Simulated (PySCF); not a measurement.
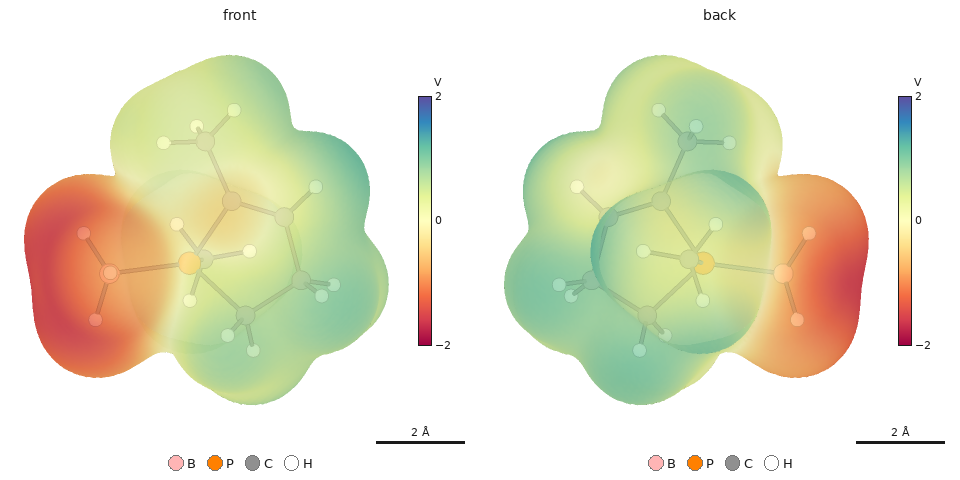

Figure. C₆H₁₄BP. The electrostatic potential painted on the density surface at 0.002 e/bohr³, seen from the front and from behind; the colour scale runs from red (negative) to blue (positive).

Geometry: GFN2-xTB.

These are results of PBE0/pcSseg-1, SCF density, gas phase, non-relativistic (PySCF), not measurements.

```xyz
22

B    -2.0977   -0.8433    1.0890
P    -0.7386    0.0441    0.0638
C    -0.8776    1.8761   -0.0721
C    -0.4276   -0.4993   -1.6771
C     1.0883   -0.4618   -1.9123
C     1.7651   -0.4374   -0.5755
C     1.0192   -0.1785    0.4927
C     1.4601   -0.1000    1.9125
H    -2.0512   -0.3363    2.1679
H    -1.7909   -1.9952    1.0844
H    -3.1143   -0.6163    0.5069
H    -0.9070    2.2982    0.9309
H    -0.0410    2.2997   -0.6248
H    -1.8147    2.1131   -0.5733
H    -0.9817    0.1133   -2.3894
H    -0.8033   -1.5223   -1.7556
H     1.4188   -1.3252   -2.4941
H     1.3757    0.4316   -2.4760
H     2.8313   -0.6090   -0.5316
H     2.5143   -0.3504    2.0140
H     1.2966    0.9047    2.3044
H     0.8657   -0.7867    2.5144
```

Question: Which sites attract a positive test charge, and which a negative one?

Answer: A positive charge is drawn to the negative regions and a negative charge to the positive ones. The most negative region (about −1.6 V) lies over H11, the most positive (about +1.1 V) over H13, H15 and H19.

Question: What dipole moment does the calculation give?

Answer: Its dipole moment is 5.26 D.
